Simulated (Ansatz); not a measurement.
**Frequency calculation of GeH₄BrClO₃**

GeH₄BrClO₃, computed with RHF/def2-SVP (Ansatz 0.2.0).

It belongs to a series of runs on one base structure; here: vibrations at the highest image of the band. Figures and captions count atoms from 1; the log counts them from 0 in places.

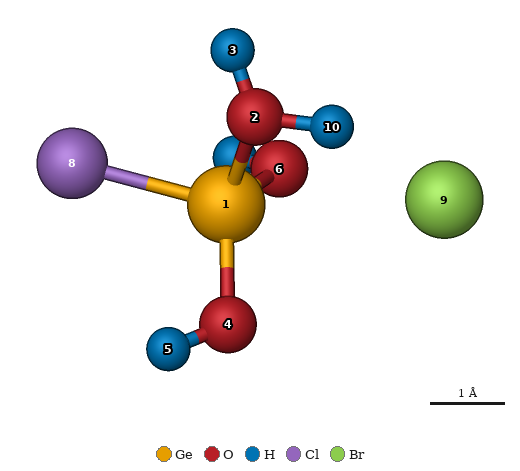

Figure 1. The input geometry (ball-and-stick view, seen at a tilt; atoms are numbered from 1 in the order of the input). Sticks mark near contacts. Bond lengths as drawn: Cl–Ge 2.17 Å, Ge–O 1.71 to 1.87 Å and H–O 0.95 to 1.06 Å.

**Input file**
```yaml
crystal:
  periodic: [false, false, false]
  atoms:
    - { symbol: Ge, position_ang: [0.094857, 0.034721, -0.007181] }
    - { symbol: O, position_ang: [-0.010071, 0.262261, 1.84226] }
    - { symbol: H, position_ang: [-0.819775, 0.084585, 2.313178] }
    - { symbol: O, position_ang: [1.698418, -0.264149, -0.51924] }
    - { symbol: H, position_ang: [1.984498, -1.167305, -0.500186] }
    - { symbol: O, position_ang: [-0.939939, 1.113657, -0.84425] }
    - { symbol: H, position_ang: [-1.589286, 0.70507, -1.401035] }
    - { symbol: Cl, position_ang: [-0.925677, -1.87573, -0.048827] }
    - { symbol: Br, position_ang: [1.276129, 2.677981, 1.169555] }
    - { symbol: H, position_ang: [0.411446, 1.218308, 1.989428] }
basis:
  gaussian: { orbitals: def2-SVP }
hamiltonian:
  xc: hf
phonons: {}
```

Launch command:
```bash
ansatz run input.yaml --threads 4 --pin off --max-ram 5120MiB --backend cpu --events-out ev --progress --plain --runs-dir out
```

**Log**
```
Engine: ansatz 0.2.0, aarch64-unknown-linux-gnu
Functional definition: HF
  exchange = exact_x
  correlation = 0
1473 factors; integrals over basis functions are off by at most 4.3e-4 eV
mean field evaluation 1: about -145124.2375 eV, gradient 4.9e1 eV
mean field evaluation 2: about -145124.2965 eV, gradient 4.9e1 eV
mean field evaluation 4: about -145128.8656 eV, gradient 3.5e0 eV
mean field evaluation 8: about -145128.9015 eV, gradient 2.0e-4 eV
mean field -145128.90148373 eV, -5333.3887576244 hartree, gradient 2.7e-5 eV, S^2 0.000000; 0 other end points of the search recorded, 0 dependent functions left out
the calculation of the forces begins
reference -145128.90148373 eV, -5333.3887576244 hartree; 56, 56 occupied and 88, 88 virtual orbitals, 1473 factors
these checks for a lower state are left out or cut short: stability, starts, cluster_reference, orbital_swaps, neighbouring_geometries, increment
1473 factors; integrals over basis functions are off by at most 4.3e-4 eV
mean field evaluation 16: about -145128.9013 eV, gradient 1.3e-6 eV
mean field -145128.90134069 eV, -5333.3887523680 hartree, gradient 5.0e-6 eV, S^2 0.000000; 0 other end points of the search recorded, 0 dependent functions left out
[... from here on the field's lines of each further geometry are left out, up to the last ...]
the calculation of the forces begins
reference -145128.90149494 eV, -5333.3887580366 hartree; 56, 56 occupied and 88, 88 virtual orbitals, 1473 factors
these checks for a lower state are left out or cut short: stability, starts, cluster_reference, orbital_swaps, neighbouring_geometries, increment
1473 factors; integrals over basis functions are off by at most 4.3e-4 eV
mean field -145128.90142476 eV, -5333.3887554573 hartree, gradient 1.3e-6 eV, S^2 0.000000; 0 other end points of the search recorded, 0 dependent functions left out
the calculation of the forces begins
reference -145128.90142476 eV, -5333.3887554573 hartree; 56, 56 occupied and 88, 88 virtual orbitals, 1473 factors
WARN: phonons: modes at or below zero, which the zero-point energy, F, S and C_V leave out: 1, the lowest at -176.83 cm⁻¹. A minimum has none, and a first-order saddle one
Total energy: -145128.90148373 eV, -5333.3887576244 hartree
Atom 0 at     0.094857     0.034721    -0.007181 Å, force     0.009106     0.006387     0.014691 eV/Å
Atom 1 at    -0.010071     0.262261     1.842260 Å, force    -0.014838     0.009449    -0.017783 eV/Å
Atom 2 at    -0.819775     0.084585     2.313178 Å, force    -0.001268    -0.003393     0.002008 eV/Å
Atom 3 at     1.698418    -0.264149    -0.519240 Å, force     0.007527    -0.013946    -0.007652 eV/Å
Atom 4 at     1.984498    -1.167305    -0.500186 Å, force    -0.000737     0.000666    -0.000129 eV/Å
Atom 5 at    -0.939939     1.113657    -0.844250 Å, force    -0.004656     0.009637     0.000914 eV/Å
Atom 6 at    -1.589286     0.705070    -1.401035 Å, force     0.000784    -0.001323     0.000539 eV/Å
Atom 7 at    -0.925677    -1.875730    -0.048827 Å, force     0.001431    -0.002622     0.000559 eV/Å
Atom 8 at     1.276129     2.677981     1.169555 Å, force    -0.008391     0.005151    -0.007194 eV/Å
Atom 9 at     0.411446     1.218308     1.989428 Å, force     0.011042    -0.010006     0.014047 eV/Å
Dipole moment:    -0.846258    -1.340197     0.059516 e Å
Vibrations: -176.83 69.52 99.32 165.85 182.59 225.31 234.90 250.30 261.88 315.82 353.93 430.67 539.53 800.44 830.52 869.34 936.68 954.97 1055.42 1376.56 2218.54 4076.76 4156.55 4164.70 cm⁻¹, zero-point energy 1.523151 eV
```

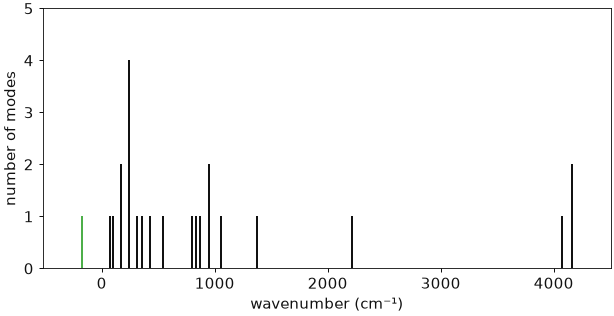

Figure 2. Harmonic vibrational wavenumbers from the force constants; neighbouring modes closer than 20 cm⁻¹ are counted in one stick, and imaginary ones are drawn at negative wavenumbers. 24 modes from 177i to 4165 cm⁻¹, 1 imaginary beyond 8i (177i cm⁻¹): a first-order saddle point, if the geometry is stationary.

**Results in brief**

| quantity | value |
| --- | --- |
| outcome | converged |
| total energy | −145128.9015 eV |
| mean-field energy | −145128.9015 eV |
| largest force (length of the vector) | 0.025 eV/Å |
| hardware | 4 threads of Arm Neoverse V2, 24 GiB of memory available, shared host |
| wall time | 1.7 min (CPU time 6.3 min) |
| peak memory | 0.44 GiB |
